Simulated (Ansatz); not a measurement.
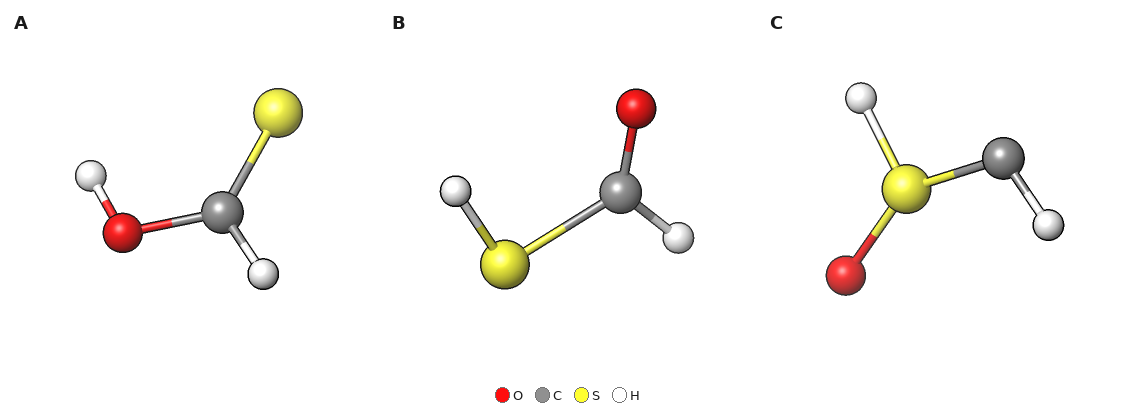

3 stationary structures of one formula. Geometries: PBE-D4/def2-SVP. Electronic energies: PBE-D4/def2-SVP (Ansatz 0.2.0), without zero-point energy. No frequency run is at hand to confirm each as a minimum.

> Rank them by energy, lowest first.

B is lowest (Cs); A lies 0.132 eV above it (Cs), C lies 4.479 eV above it (Cs).
